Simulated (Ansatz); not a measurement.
Run report: BH2ClO, frequency calculation

BH2ClO, computed with RKS r2SCANh/def2-SVP (Ansatz 0.2.0).

It belongs to a series of runs on one base structure; here: vibrations at the highest image of the band. Figures and captions count atoms from 1; the log counts them from 0 in places.

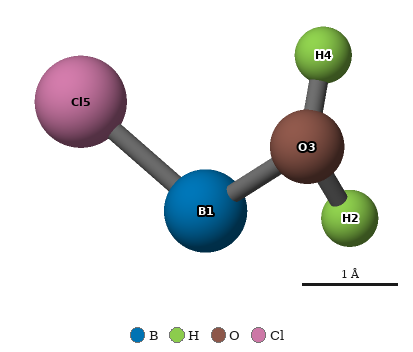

Figure 1. The input geometry (ball-and-stick view, seen at a tilt; atoms are numbered from 1 in the order of the input). Bond lengths as drawn: B–Cl 1.77 Å, B–O 1.55 Å and H–O 0.99 to 1.09 Å.

## Results in brief

| quantity | value |
| --- | --- |
| outcome | converged |
| total energy | −15267.6093 eV |
| mean-field energy | −15267.6093 eV |
| largest force (length of the vector) | 0.001 eV/Å |
| hardware | 1 thread of Arm Neoverse V1, 24 GiB of memory available, shared host |
| wall time | 40 s |
| peak memory | 0.11 GiB |

## Input
```yaml
crystal:
  periodic: [false, false, false]
  atoms:
    - { symbol: B, position_ang: [-0.245739, 0.157007, 0.410665] }
    - { symbol: H, position_ang: [0.967202, -0.256627, 1.26333] }
    - { symbol: O, position_ang: [1.285814, -0.018384, 0.248012] }
    - { symbol: H, position_ang: [1.608408, -0.714547, -0.372666] }
    - { symbol: Cl, position_ang: [-1.009085, -0.119347, -1.157542] }
basis:
  gaussian: { orbitals: def2-SVP }
hamiltonian:
  xc: r2scanh
phonons: {}
```

Command:
```bash
ansatz run input.yaml --threads 1 --pin off --max-ram 2048MiB --backend cpu --events-out ev --progress --plain --runs-dir out
```

## The program's output
```
Engine: ansatz 0.2.0, aarch64-unknown-linux-gnu
Functional definition: r2SCANh
  parameter a = 0.1
  parameter k0 = 0.174
  parameter k1 = 0.065
  parameter a1 = 4.9479
  exchange = (1 - a)*r2scan_x(k0 = k0, k1 = k1, a1 = a1) + a*exact_x
  correlation = r2scan_c
592 factors; integrals over basis functions are off by at most 2.3e-4 eV
mean field evaluation 1: about -15265.2904 eV, gradient 3.6e1 eV
mean field evaluation 2: about -15261.6509 eV, gradient 5.7e1 eV
mean field evaluation 4: about -15267.5986 eV, gradient 1.8e0 eV
mean field evaluation 8: about -15267.6093 eV, gradient 2.7e-2 eV
mean field -15267.60925729 eV, -561.0742914480 hartree, gradient 1.5e-5 eV, S^2 0.000000; 0 other end points of the search recorded, 0 dependent functions left out
the calculation of the forces begins
reference -15267.60926397 eV, -561.0742916936 hartree; 16, 16 occupied and 40, 40 virtual orbitals, 592 factors
these checks for a lower state are left out or cut short: stability, starts, cluster_reference, orbital_swaps, neighbouring_geometries, increment
592 factors; integrals over basis functions are off by at most 2.3e-4 eV
mean field evaluation 16: about -15267.6087 eV, gradient 1.6e-1 eV
mean field -15267.60922236 eV, -561.0742901646 hartree, gradient 1.6e-6 eV, S^2 0.000000; 0 other end points of the search recorded, 0 dependent functions left out
[... from here on the field's lines of each further geometry are left out, up to the last ...]
the calculation of the forces begins
reference -15267.60921711 eV, -561.0742899715 hartree; 16, 16 occupied and 40, 40 virtual orbitals, 592 factors
these checks for a lower state are left out or cut short: stability, starts, cluster_reference, orbital_swaps, neighbouring_geometries, increment
592 factors; integrals over basis functions are off by at most 2.3e-4 eV
mean field evaluation 192: about -15267.6092 eV, gradient 4.2e-5 eV
mean field -15267.60920880 eV, -561.0742896661 hartree, gradient 2.5e-6 eV, S^2 0.000000; 0 other end points of the search recorded, 0 dependent functions left out
the calculation of the forces begins
reference -15267.60921548 eV, -561.0742899116 hartree; 16, 16 occupied and 40, 40 virtual orbitals, 592 factors
WARN: phonons: modes at or below zero, which the zero-point energy, F, S and C_V leave out: 1, the lowest at -1238.64 cm⁻¹. A minimum has none, and a first-order saddle one
Total energy: -15267.60926397 eV, -561.0742916936 hartree
Atom 0 at    -0.245739     0.157007     0.410665 Å, force    -0.000292     0.000031    -0.000517 eV/Å
Atom 1 at     0.967202    -0.256627     1.263330 Å, force     0.000140    -0.000040    -0.000122 eV/Å
Atom 2 at     1.285814    -0.018384     0.248012 Å, force    -0.000014     0.000005     0.000291 eV/Å
Atom 3 at     1.608408    -0.714547    -0.372666 Å, force     0.000056    -0.000035    -0.000048 eV/Å
Atom 4 at    -1.009085    -0.119347    -1.157542 Å, force     0.000110     0.000038     0.000397 eV/Å
Dipole moment:     0.644990    -0.378321    -0.242393 e Å
Vibrations: -1238.64 292.70 395.05 532.34 720.61 844.00 1163.27 2375.86 3452.35 cm⁻¹, zero-point energy 0.606046 eV
```

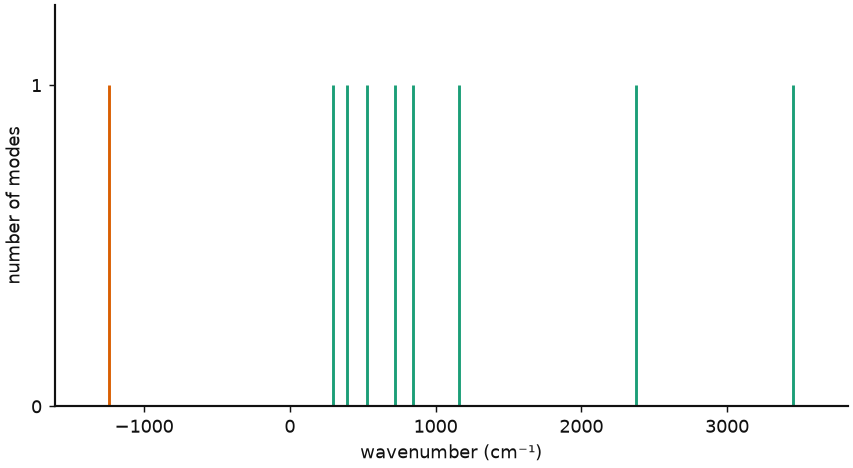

Figure 2. Harmonic vibrational wavenumbers from the force constants; neighbouring modes closer than 21 cm⁻¹ are counted in one stick, and imaginary ones are drawn at negative wavenumbers. 9 modes from 1239i to 3452 cm⁻¹, 1 imaginary beyond 8i (1239i cm⁻¹): a first-order saddle point, if the geometry is stationary.
